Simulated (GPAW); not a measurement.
# Quasiparticle gap of CuI (Marshite) in GPAW

How does a plane-wave GW calculation on CuI (Marshite) run from the first input to the gap?

Main program and level: GPAW 26.7.0; PBE and many-body steps on it, plane waves.

The database entry behind the starting cell differs from later determinations by our own check (about 0.15 % long (mineral sample)), so it need not match the best structure at ambient conditions.

**1. Starting point**

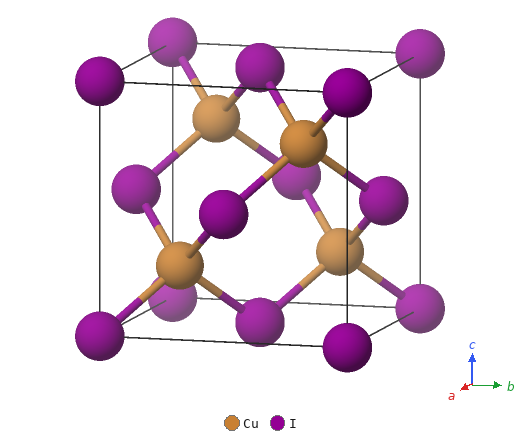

Start, viewed slightly off an axis; copper orange, iodine purple. This picture shows the conventional cell, with its axes. Bonds to atoms that aren't drawn are left out. Some periodic images of atoms are drawn too.

The cell and positions come from the Crystallography Open Database and are kept as given unless a step says otherwise. Spin-orbit coupling is left out unless a step names it.

**2. Ground state**

This step: GPAW 26.7.0; DFT, PBE, plane waves, PAW.

The ground-state density comes first.

run.py

```python
import json
import numpy as np
from gpaw.mpi import world
from ase import Atoms
from gpaw import GPAW, PW, FermiDirac

atoms = Atoms(['Cu', 'I'],
    cell=[[0.0000000000, 3.0315000000, 3.0315000000],
      [3.0315000000, 0.0000000000, 3.0315000000],
      [3.0315000000, 3.0315000000, 0.0000000000]],
    scaled_positions=[[0.2500000000, 0.2500000000, 0.2500000000],
      [0.0000000000, 0.0000000000, 0.0000000000]],
    pbc=(True, True, True))
calc = GPAW(mode=PW(600),
    xc='PBE',
    kpts={'size': (6, 6, 6), 'gamma': True},
    occupations=FermiDirac(0.001),
    nbands=-7,
    convergence={'density': 1e-6, 'bands': -3},
    maxiter=100,
    txt='gs.txt')
atoms.calc = calc
res = {'energy': atoms.get_potential_energy()}
kpts = calc.get_ibz_k_points()
res['kpts'] = kpts
res['eigenvalues'] = [calc.get_eigenvalues(kpt=k) for k in range(len(kpts))]
res['n_electrons'] = calc.get_number_of_electrons()
calc.write('gs.gpw')

if world.rank == 0:
    with open('result.json', 'w') as f:
        json.dump(res, f, default=lambda x: x.tolist())
```

Command:

```
$ mpirun -n 4 gpaw python run.py
```

Numbers of over 12 decimals in the logs are rounded to 6 here.

Log:

```text
__  _  _
 | _ |_)|_||  |
 |__||  | ||/\| - 26.7.0

Input parameters:
  mode=PW(ecut=600.0),
  convergence={'density': 1e-06, 'bands': -3},
  kpts=MonkhorstPack(size=(6, 6, 6), gamma=True),
  maxiter=100,
  nbands=-7,
  occupations=Occupations(name='fermi-dirac', width=0.001, fixmagmom=False),
  xc=XC(name='PBE')
  [... matrices ...]
Diagonalizing LCAO Hamiltonian
Converting LCAO to pw mode

            Cu

       I

Atoms  # Å, Bohr magnetons
|   | symbol |        x |        y |        z |    initial magnetic moments |
| 0 |     Cu | 1.515750 | 1.515750 | 1.515750 | ( 0.0000,  0.0000,  0.0000) |
| 1 |      I | 0.000000 | 0.000000 | 0.000000 | ( 0.0000,  0.0000,  0.0000) |

Unit cell  # Å
| periodic |        x |        y |        z |  lengths |    angles |
|      yes | 0.000000 | 3.031500 | 3.031500 | 4.287188 | 60.000000 |
|      yes | 3.031500 | 0.000000 | 3.031500 | 4.287188 | 60.000000 |
|      yes | 3.031500 | 3.031500 | 0.000000 | 4.287188 | 60.000000 |

Number of symmetries: 24
Symmetry operations  # r_c * U_cc + t_c -> r_c
|    | kind |            matrix            |
|  0 |  E   |  1, 0, 0,  0, 1, 0,  0, 0, 1 |
|  1 |  σ   |  1, 0, 0,  0, 0, 1,  0, 1, 0 |
|  2 |  σ   |  1, 0,-1,  0, 1,-1,  0, 0,-1 |
|  3 |  C3  |  1, 0,-1,  0, 0,-1,  0, 1,-1 |
|  4 |  C3  |  1,-1, 0,  0,-1, 1,  0,-1, 0 |
|  5 |  σ   |  1,-1, 0,  0,-1, 0,  0,-1, 1 |
|  6 |  σ   |  0, 1, 0,  1, 0, 0,  0, 0, 1 |
|  7 |  C3  |  0, 1, 0,  0, 0, 1,  1, 0, 0 |
|  8 |  C2  |  0, 1,-1,  1, 0,-1,  0, 0,-1 |
|  9 |  S4  |  0, 1,-1,  0, 0,-1,  1, 0,-1 |
| 10 |  C3  |  0, 0, 1,  1, 0, 0,  0, 1, 0 |
| 11 |  σ   |  0, 0, 1,  0, 1, 0,  1, 0, 0 |
| 12 |  S4  |  0, 0,-1,  1, 0,-1,  0, 1,-1 |
| 13 |  C3  |  0, 0,-1,  0, 1,-1,  1, 0,-1 |
| 14 |  S4  |  0,-1, 1,  1,-1, 0,  0,-1, 0 |
| 15 |  C2  |  0,-1, 1,  0,-1, 0,  1,-1, 0 |
| 16 |  C3  |  0,-1, 0,  1,-1, 0,  0,-1, 1 |
| 17 |  S4  |  0,-1, 0,  0,-1, 1,  1,-1, 0 |
| 18 |  S4  | -1, 1, 0, -1, 0, 1, -1, 0, 0 |
| 19 |  C3  | -1, 1, 0, -1, 0, 0, -1, 0, 1 |
| 20 |  C3  | -1, 0, 1, -1, 1, 0, -1, 0, 0 |
| 21 |  S4  | -1, 0, 1, -1, 0, 0, -1, 1, 0 |
| 22 |  σ   | -1, 0, 0, -1, 1, 0, -1, 0, 1 |
| 23 |  C2  | -1, 0, 0, -1, 0, 1, -1, 1, 0 |

BZ-sampling:
  Number of BZ points: 216
  Number of IBZ points: 16

  Monkhorst-Pack size: [6, 6, 6]
  Monkhorst-Pack shift: [0.083333, 0.083333, 0.083333]

K-points  # in reciprocal-cell coordinates
|     |                                coordinates |     weight |
|   0 | (  0.00000000,   0.00000000,   0.00000000) | 0.00462963 |
|   1 | (  0.16666667,   0.16666667,   0.00000000) | 0.02777778 |
|   2 | (  0.16666667,   0.16666667,   0.16666667) | 0.03703704 |
|   3 | (  0.33333333,   0.16666667,   0.16666667) | 0.05555556 |
|   4 | (  0.33333333,   0.33333333,  -0.33333333) | 0.05555556 |
|   5 | (  0.33333333,   0.33333333,   0.00000000) | 0.02777778 |
|   6 | (  0.33333333,   0.33333333,   0.16666667) | 0.11111111 |
|   7 | (  0.33333333,   0.33333333,   0.33333333) | 0.03703704 |
|   8 | (  0.50000000,   0.33333333,  -0.33333333) | 0.11111111 |
|   9 | (  0.50000000,   0.33333333,  -0.16666667) | 0.05555556 |
| ... |                                            |            |
|  15 | (  0.50000000,   0.50000000,   0.50000000) | 0.01851852 |

Plane wave coefficients: 1874
Cutoff: 600.0 eV

Spin-components: 1 (collinear spins)
Bands:           16
Projectors:      11
Spin-degeneracy: 2
Datatype:        complex128

  Storage: CPU
  Wave functions: 7_524_352 bytes (1_881_088 per core)
  Projectors: 10_345_984 bytes (2_586_496 per core)
  [... matrices ...]
Parallelization:
  kpt:    4
  domain: 1
  band:   1

Density:
  Valence electrons: 18.0
  Components: 1
  Grid points: [25 25 25]
  Charge: 0.0  # |e|

Potential:
  Grid points: [25 25 25]

species:
  Cu:
    name:    Copper
    Z:       29.0
    valence: 11
    core:    18
    charge:  0.0  # [|e|]
    compensation charges:
      type: gauss
      rc: 0.33  # [Å]
      lmax: 2
    cutoffs:
      filter: 2.06  # [Å]
      core: 2.43  # [Å]
    projectors
    | kind |    occ | energy [eV] | rcut [Å] |
    |   4s |  1.000 |      -4.609 |    1.164 |
    |   4p |  0.000 |      -0.698 |    1.164 |
    |   3d | 10.000 |      -5.039 |    1.058 |
    |    s |        |      22.603 |    1.164 |
    |    p |        |      26.513 |    1.164 |
    |    d |        |      22.172 |    1.058 |

    Using partial waves for Cu as LCAO basis

  I:
    name:    Iodine
    Z:       53.0
    valence: 7
    core:    46
    charge:  0.0  # [|e|]
    compensation charges:
      type: gauss
      rc: 0.37  # [Å]
      lmax: 2
    cutoffs:
      filter: 2.06  # [Å]
      core: 2.90  # [Å]
    projectors
    | kind |    occ | energy [eV] | rcut [Å] |
    |   5s |  2.000 |     -17.382 |    1.164 |
    |   5p |  5.000 |      -7.088 |    1.164 |
    |    s |        |       9.829 |    1.164 |
    |    p |        |      20.123 |    1.164 |
    |    d |        |       0.000 |    1.164 |

    Using partial waves for I as LCAO basis

Reference energy: -238562.247507  # eV

eigensolver:
  PPCG
  Converge bands: -3
  niter=2

density mixing:
  MSR1-Mixer
  Pratt-step length: 0.05
  Maximum mixing coefficient: 0.75
  Old densities: 10
  SVD Regularization: 0.005
  Good broyden scale: 1.0
  Trust region scale: 1.0
  Backstep threshold: 4.0
  History deletion threshold: 6.0
  Fourier metric: weight=20.0, sigma=0.015

occupation numbers:
  Fermi-Dirac:
    width: 0.0010  # eV

poisson solver:
  ecut: 4800.0  # eV

xc functional:
  name: PBE with 2 nearest neighbor stencil

Initialization done in: 1.019 s

convergence criteria:
- Maximum integral of absolute [dens]ity change: 1e-06 electrons / valence electron
- Maximum [total energy] change in last 3 cyles: 0.0005 eV / valence electron
- Maximum integral of absolute [eigenst]ate change: 4e-08 eV^2 / valence electron
maximum number of iterations: 100

SCF iterations
|iter     |     time |      energy | eigst |  dens |
|iter:   1|  |   -5.657456 | +1.13 |       |
|iter:   2|  |   -5.565500 | -1.24 | -1.30 |
|iter:   3|  |   -5.453490 | -1.68 | -1.38 |
|iter:   4|  |   -5.451232 | -3.74 | -1.72 |
|iter:   5|  |   -5.449780c| -3.38 | -1.89 |
|iter:   6|  |   -5.449809c| -4.89 | -3.06 |
|iter:   7|  |   -5.449827c| -5.15 | -3.33 |
|iter:   8|  |   -5.449827c| -6.57 | -4.17 |
|iter:   9|  |   -5.449827c| -7.58c| -4.69 |
|iter:  10|  |   -5.449827c| -8.33c| -5.45 |
|iter:  11|  |   -5.449827c| -8.86c| -5.85 |
|iter:  12|  |   -5.449827c| -9.57c| -6.90c|

Converged in 12 steps
SCF loop duration: 3.012 s (0.251 s/step)
Energy contributions relative to reference atoms: (reference = -238562.247507)
  [... matrices ...]
Energy contributions:
  Kinetic:           1.724087
  Coulomb:          -2.332390
  Zero:             -0.004528
  External:          0.000000
  Xc:               -4.836996
  Entropy:          -0.000000
  Spinorbit:         0.000000
  ----------------------------
  Free energy:      -5.449827
  Extrapolated:     -5.449827

dipole moment: (-31.753517, -31.753517, -31.753517)  # |e|*Ang

Fermi level: 5.434
Eigenvalues  # (at kpt = [0.000, 0.000, 0.000])
| band index |      eig [eV] | occ [0-2] |
|          0 |        -9.551 |     2.000 |
|          1 |         0.823 |     2.000 |
|          2 |         0.823 |     2.000 |
|          3 |         0.823 |     2.000 |
|          4 |         2.633 |     2.000 |
|          5 |         2.633 |     2.000 |
|          6 |         4.474 |     2.000 |
|          7 |         4.474 |     2.000 |
|          8 |         4.474 |     2.000 |
|          9 |         5.612 |     0.000 |
|         10 |         9.359 |     0.000 |
|         11 |         9.359 |     0.000 |
|         12 |         9.359 |     0.000 |
|         13 |        12.853 |     0.000 |
|         14 |        14.172 |     0.000 |
|         15 |        14.172 |     0.000 |

Gap: 1.138 eV
Transition (v -> c):
  (s=0, k=0, n=8, [0.00, 0.00, 0.00]) -> (s=0, k=0, n=9, [0.00, 0.00, 0.00])
No difference between direct/indirect transitions
# Writing to gs.gpw (mode='')
  [... matrices ...]
```

It took 6 s on 4 MPI ranks of Arm Neoverse V1, shared host; peak memory 0.65 GiB.

This step gave:

* total energy: -5.450 eV
* gap: 1.138 eV
* k of the valence top: 0, 0, 0
* k of the conduction bottom: 0, 0, 0
* least direct gap: 1.138 eV

The gap is direct, at Γ.

**3. Bands along the symmetry lines**

Levels along a band path, at the cheap level, show where the edges lie and whether the meshes to come will hold them.

run.py

```python
import json
import numpy as np
from gpaw.mpi import world
from gpaw import GPAW

path = [[0.000000, 0.000000, 0.000000],
    [-0.062500, -0.062500, 0.000000],
    [-0.125000, -0.125000, 0.000000],
    [-0.187500, -0.187500, 0.000000],
    [-0.250000, -0.250000, 0.000000],
    [-0.312500, -0.312500, 0.000000],
    [-0.375000, -0.375000, 0.000000],
    [-0.437500, -0.437500, 0.000000],
    [-0.500000, -0.500000, 0.000000],
    [-0.484375, -0.484375, 0.031250],
    [-0.468750, -0.468750, 0.062500],
    [-0.453125, -0.453125, 0.093750],
    [-0.437500, -0.437500, 0.125000],
    [-0.421875, -0.421875, 0.156250],
    [-0.406250, -0.406250, 0.187500],
    [-0.390625, -0.390625, 0.218750],
    [-0.375000, -0.375000, 0.250000],
    [-0.375000, 0.000000, 0.375000],
    [-0.328125, 0.000000, 0.328125],
    [-0.281250, 0.000000, 0.281250],
    [-0.234375, 0.000000, 0.234375],
    [-0.187500, 0.000000, 0.187500],
    [-0.140625, 0.000000, 0.140625],
    [-0.093750, 0.000000, 0.093750],
    [-0.046875, 0.000000, 0.046875],
    [0.000000, 0.000000, 0.000000],
    [0.000000, 0.000000, 0.062500],
    [0.000000, 0.000000, 0.125000],
    [0.000000, 0.000000, 0.187500],
    [0.000000, 0.000000, 0.250000],
    [0.000000, 0.000000, 0.312500],
    [0.000000, 0.000000, 0.375000],
    [0.000000, 0.000000, 0.437500],
    [-0.000000, 0.000000, 0.500000],
    [-0.062500, -0.031250, 0.468750],
    [-0.125000, -0.062500, 0.437500],
    [-0.187500, -0.093750, 0.406250],
    [-0.250000, -0.125000, 0.375000],
    [-0.312500, -0.156250, 0.343750],
    [-0.375000, -0.187500, 0.312500],
    [-0.437500, -0.218750, 0.281250],
    [-0.500000, -0.250000, 0.250000],
    [-0.500000, -0.281250, 0.218750],
    [-0.500000, -0.312500, 0.187500],
    [-0.500000, -0.343750, 0.156250],
    [-0.500000, -0.375000, 0.125000],
    [-0.500000, -0.406250, 0.093750],
    [-0.500000, -0.437500, 0.062500],
    [-0.500000, -0.468750, 0.031250],
    [-0.500000, -0.500000, 0.000000]]
calc = GPAW('gs.gpw').fixed_density(kpts=path,
    symmetry='off',
    nbands=19,
    convergence={'bands': 15},
    txt='bands.txt')
res = {}
kpts = calc.get_ibz_k_points()
res['kpts'] = kpts
res['eigenvalues'] = [calc.get_eigenvalues(kpt=k) for k in range(len(kpts))]
res['n_electrons'] = calc.get_number_of_electrons()

if world.rank == 0:
    with open('result.json', 'w') as f:
        json.dump(res, f, default=lambda x: x.tolist())
```

Command:

```
$ mpirun -n 4 gpaw python run.py
```

Log:

```text
Diagonalizing LCAO Hamiltonian
Converting LCAO to pw mode
convergence criteria:
- Maximum integral of absolute [eigenst]ate change: 4e-08 eV^2 / valence electron
maximum number of iterations: 100

SCF iterations
|iter     |     time |      energy | eigst |  dens |
|iter:   1|  |             | +1.59 |       |
|iter:   2|  |             | -0.05 |       |
|iter:   3|  |             | -0.99 |       |
[...]
|iter:   7|  |             | -6.01 |       |
|iter:   8|  |             | -7.35 |       |
|iter:   9|  |             | -8.13c|       |
SCF steps: 9
  __  _  _
 | _ |_)|_||  |
 |__||  | ||/\| - 26.7.0

Input parameters:
  mode=PW(ecut=600.0),
  convergence={'bands': 15},
  gpts=array([25, 25, 25]),
  kpts=KPoints(kpts=array([[ 0.      ,  0.      ,  0.      ],
         [-0.0625  , -0.0625  ,  0.      ],
         [-0.125   , -0.125   ,  0.      ],
         [-0.1875  , -0.1875  ,  0.      ],
[...]
[-0.484375, -0.484375,  0.03125 ],
[...]
[-0.453125, -0.453125,  0.09375 ],
[...]
[-0.421875, -0.421875,  0.15625 ],
[...]
[-0.390625, -0.390625,  0.21875 ],
[...]
[-0.328125,  0.      ,  0.328125],
[...]
[-0.234375,  0.      ,  0.234375],
[...]
[-0.140625,  0.      ,  0.140625],
[...]
[-0.046875,  0.      ,  0.046875],
         [ 0.      ,  0.      ,  0.      ],
         [ 0.      ,  0.      ,  0.0625  ],
         [ 0.      ,  0.      ,  0.125   ],
[...]
[ 0.      ,  0.      ,  0.375   ],
         [ 0.      ,  0.      ,  0.4375  ],
[...]
[-0.5     , -0.4375  ,  0.0625  ],
         [-0.5     , -0.46875 ,  0.03125 ],
         [-0.5     , -0.5     ,  0.      ]])),
  maxiter=100,
  nbands=19,
  occupations=Occupations(name='fermi-dirac', width=0.001, fixmagmom=False),
  parallel={},
  symmetry=Symmetry(point_group=False, time_reversal=False),
  xc=XC(name='PBE')
  [... matrices ...]
timing:  # [seconds]
  Total: 0.028  # ━━━━━━━━━━━━━━━━━━━━━━━━━━━━━━━━━━━━━━━━━━━━━━━━━━━━━━━━━━━
```

It took 9.2 s on 4 MPI ranks; peak memory 0.72 GiB; 37 s of CPU time.

This step gave:

```
gap                        : 1.138 eV
k of the valence top       : 0, 0, 0
k of the conduction bottom : 0, 0, 0
least direct gap           : 1.138 eV
```

The gap is 1.138 eV, as in the run before at this level.

Electronic bands along the path, in eV, zero at the top of the highest filled band:

```csv
point,band 6,band 7,band 8,band 9,band 10,band 11,band 12,band 13
Γ,-1.84,0.00,0.00,0.00,1.14,4.88,4.88,4.88
X,-1.79,-1.74,-1.48,-1.48,2.71,2.90,9.19,9.86
U,-1.81,-1.70,-1.49,-1.23,3.10,4.62,7.56,7.90
jump to K,-1.81,-1.70,-1.49,-1.23,3.10,4.62,7.56,7.90
Γ,-1.84,0.00,0.00,0.00,1.14,4.88,4.88,4.88
L,-1.81,-1.76,-0.71,-0.71,2.15,5.42,5.42,7.44
W,-1.89,-1.75,-1.58,-1.24,4.50,4.65,6.07,6.40
X,-1.79,-1.74,-1.48,-1.48,2.71,2.90,9.19,9.86
```

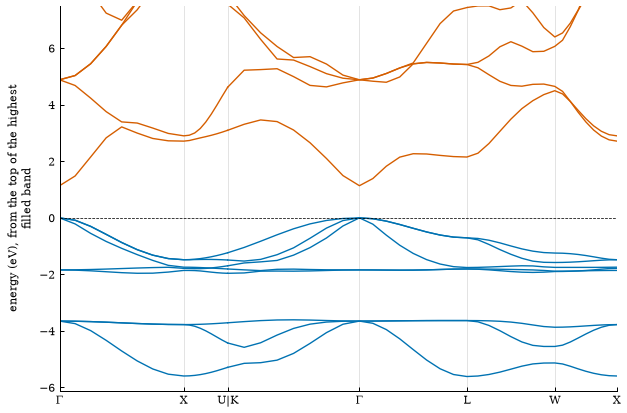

Electronic bands along the path; lines of filled and empty bands in two colours.

**4. Empty states on the mesh, 4×4×4 mesh, 667 bands**

The sums over transitions need many empty states on a uniform mesh; this step solves for them.

run.py

```python
import json
import numpy as np
from gpaw.mpi import world
from gpaw import GPAW

calc = GPAW('gs.gpw').fixed_density(kpts={'size': (4, 4, 4), 'gamma': True},
    parallel={'domain': 1, 'band': 1},
    txt='nscf.txt')
calc.diagonalize_full_hamiltonian(nbands=667)
calc.write('full.gpw', mode='all')
res = {}
kpts = calc.get_ibz_k_points()
res['kpts'] = kpts
res['eigenvalues'] = [calc.get_eigenvalues(kpt=k) for k in range(len(kpts))]
res['n_electrons'] = calc.get_number_of_electrons()

if world.rank == 0:
    with open('result.json', 'w') as f:
        json.dump(res, f, default=lambda x: x.tolist())
```

Command:

```
$ mpirun -n 4 gpaw python run.py
```

Log:

```text
Diagonalizing LCAO Hamiltonian
Converting LCAO to pw mode
convergence criteria:
- Maximum integral of absolute [eigenst]ate change: 4e-08 eV^2 / valence electron
maximum number of iterations: 100

SCF iterations
|iter     |     time |      energy | eigst |  dens |
|iter:   1|  |             | +1.01 |       |
|iter:   2|  |             | -0.67 |       |
|iter:   3|  |             | -2.05 |       |
|iter:   4|  |             | -3.51 |       |
|iter:   5|  |             | -4.66 |       |
|iter:   6|  |             | -5.87 |       |
|iter:   7|  |             | -6.82 |       |
|iter:   8|  |             | -7.62c|       |
SCF steps: 8
  __  _  _
 | _ |_)|_||  |
 |__||  | ||/\| - 26.7.0

Input parameters:
  mode=PW(ecut=600.0),
  convergence={'density': 1e-06, 'bands': -3},
  gpts=array([25, 25, 25]),
  kpts=MonkhorstPack(size=(4, 4, 4), gamma=True),
  maxiter=100,
  nbands=16,
  occupations=Occupations(name='fermi-dirac', width=0.001, fixmagmom=False),
  parallel={'domain': 1, 'band': 1},
  xc=XC(name='PBE')
Matrix size: 1876x1876
# Writing to full.gpw (mode='all')
  [... matrices ...]

timing:  # [seconds]
  Total: 17.810  # ━━━━━━━━━━━━━━━━━━━━━━━━━━━━━━━━━━━━━━━━━━━━━━━━━━━━━━━━━━
```

Elapsed: 21 s, on 4 MPI ranks; peak memory 1.9 GiB; 86 s of CPU time.

This step gave:

```yaml
gap: 1.138 eV
k_of_the_valence_top: 0, 0, 0
k_of_the_conduction_bottom: 0, 0, 0
least_direct_gap: 1.138 eV
k_points_computed: 8
lowest_point_of_the_top_converged_band_above_the_valence_top: 289.9572 eV
```

On this mesh the gap is 1.138 eV.

(Continued in part 2 of 2.)

[Paths, hosts, dates, memory and timing lines, banners, echoed tables and standing remarks are left out of the program output.]

[Logs are printed without paths, hosts, clocks, repeated set-up lines and the standing remarks that a program may print on its own settings, such as how far it seeks lower states.]

[Runs of the session that timed out or met a known fault of the program may be left out.]

[Hosts, paths, dates, database ids (printed as entryN), source tags and the programs' standing remarks are cut or masked in the printed files.]
